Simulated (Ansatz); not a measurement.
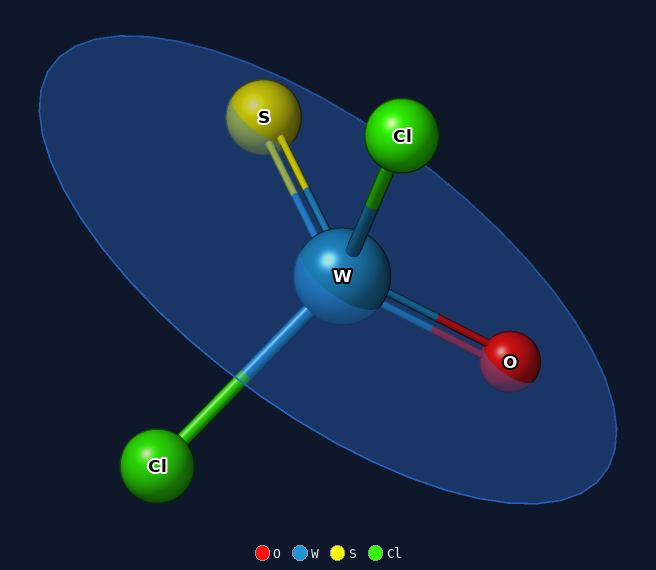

All proper rotation axes (lines) and mirror planes (discs) of the structure are drawn in. Atoms fade into the background with distance from the viewer. The species is neutral and a spin singlet. The computed structure is the end point of a PBE-D4/def2-SVP optimisation. No frequency run is at hand to confirm it as a minimum.

> Name the symmetry elements and the point group.

It has 1 mirror plane. Point group Cs. The group has 2 operations. The geometry is achiral, and symmetry allows a dipole moment.
